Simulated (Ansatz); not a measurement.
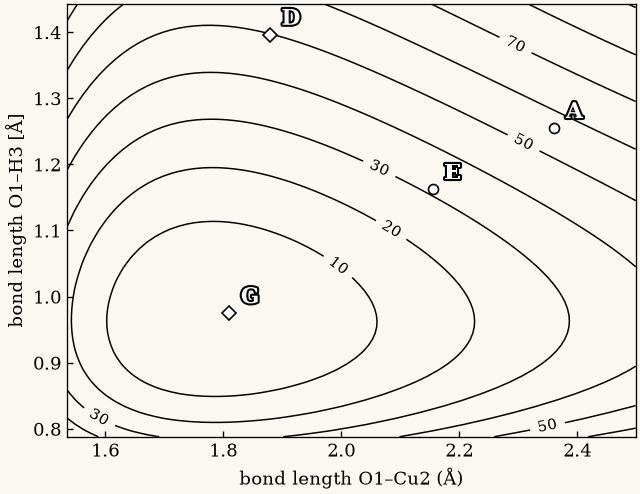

CuHO, SMILES [OH][Cu]. 
- Coordinates scanned: (1) bond length O1–Cu2; (2) bond length O1–H3.
- Nothing is relaxed (all other coordinates rigid).
- The scan uses a 15 × 15 grid.
- Points are written as (first, second).
- Energies: kcal/mol, counted from the relaxed molecule at the same level.
- The reference is spin-restricted, which grows unreliable where a bond is stretched far.
- Theory: RKS PBE0-D4/def2-TZVP in Ansatz.

Drawn: contour lines labelled in kcal/mol, lettered points. Between grid points the surface is interpolated.

### Is D the lowest point of the computed grid?

No. D lies 50 kcal/mol above the lowest grid point, which is at (1.810 Å, 0.975 Å).

### What kind of point is each of A, D, E, G: minimum, saddle, maximum or slope?

A: on a slope; D: on a slope; E: on a slope; G: minimum. (In these two coordinates alone; a stationary point may lie a little off the grid point.)
